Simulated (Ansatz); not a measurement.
System: Zr$_{4}$Si$_{3}$.

Input file:

```
crystal:
  lattice:
    - [-3.8920061148, 3.8920061148, 3.8920061148]
    - [3.8920061148, -3.8920061148, 3.8920061148]
    - [3.8920061148, 3.8920061148, -3.8920061148]
  atoms:
    - { symbol: Zr, position: [0.5, 0.0, 0.8626109115] }
    - { symbol: Zr, position: [0.0, 0.3626109115, 0.5] }
    - { symbol: Zr, position: [0.8626109115, 0.5, 0.0] }
    - { symbol: Zr, position: [0.5, 0.0, 0.3626109115] }
    - { symbol: Zr, position: [0.1373890885, 0.1373890885, 0.1373890885] }
    - { symbol: Zr, position: [0.0, 0.8626109115, 0.5] }
    - { symbol: Zr, position: [0.3626109115, 0.5, 0.0] }
    - { symbol: Zr, position: [0.6373890885, 0.6373890885, 0.6373890885] }
    - { symbol: Si, position: [0.625, 0.375, 0.25] }
    - { symbol: Si, position: [0.125, 0.75, 0.875] }
    - { symbol: Si, position: [0.75, 0.875, 0.125] }
    - { symbol: Si, position: [0.875, 0.125, 0.75] }
    - { symbol: Si, position: [0.375, 0.25, 0.625] }
    - { symbol: Si, position: [0.25, 0.625, 0.375] }
basis:
  ecutwfc: 420
kpoints:
  mp_grid: { grid: [6, 6, 6] }
hamiltonian:
  xc: pbe
scf:
  occupations: { method: gaussian, width: 0.1 }
output:
  forces: true
  stress: true
  eigenvalues: true
  write_density: true
  write_potential: true
  elf: true
  volumetric_format: npy
relax:
  adjacent_minimum: "off"
  f_tol: 0.01
  max_steps: 30
```

Launched as:

```sh
ansatz run input.yaml --threads 1 --pin off --max-ram 2560MiB --backend cpu --events-out ev --progress --plain --runs-dir out
```

Below, planes, directions and counts refer to the conventional cell (a = 7.78 Å, b = 7.78 Å, c = 7.78 Å, α = 90.00°, β = 90.00°, γ = 90.00°).

Space group I-43d; a generated structure, not necessarily the stable one; changed on purpose from its base cell (volume × 0.88, shape and atoms relaxed); computed pressure about 21 GPa in this cell.

Theory: DFT PBE, scalar-relativistic, plane waves, PAW in Ansatz 0.2.0.

Question: What will maps of the valence pseudo-density and electron localisation function show?

Answer: Zr–Si (2.58 Å): ρ at the midpoint is about 0.37 e/Å³; the ELF peaks at about 0.70 in the valence shell of Si, 0.9 Å from its nucleus, and is about 0.30 at the midpoint.

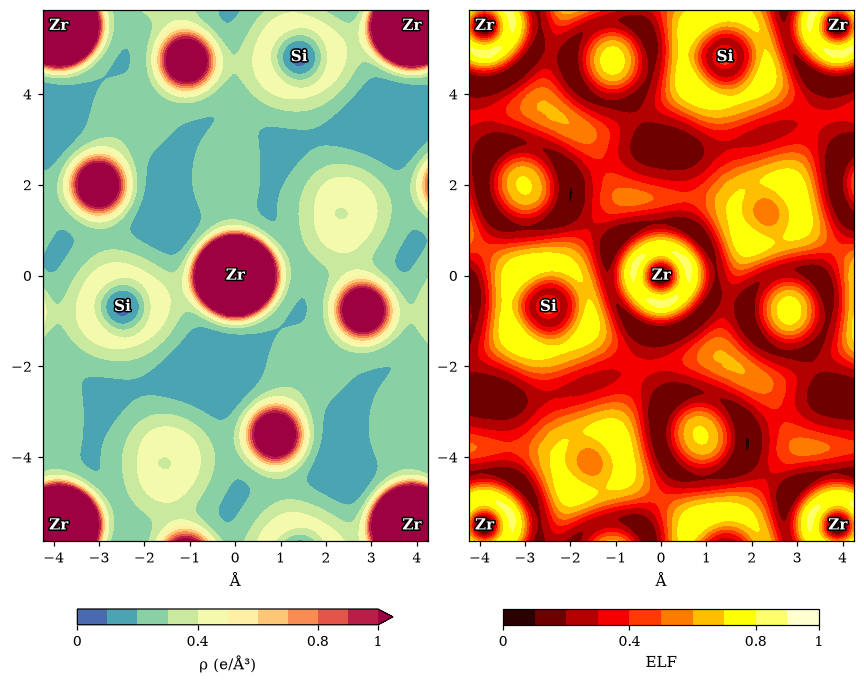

Computed valence pseudo-density and electron localisation function on the (101) plane of the conventional cell, in this order. Atoms just off the plane (Zr, 0.8 Å away and Si, 0.6 Å away) can leave unmarked features too.

The density is the valence pseudo-density of a PAW calculation; it isn't the true density close to the nuclei.
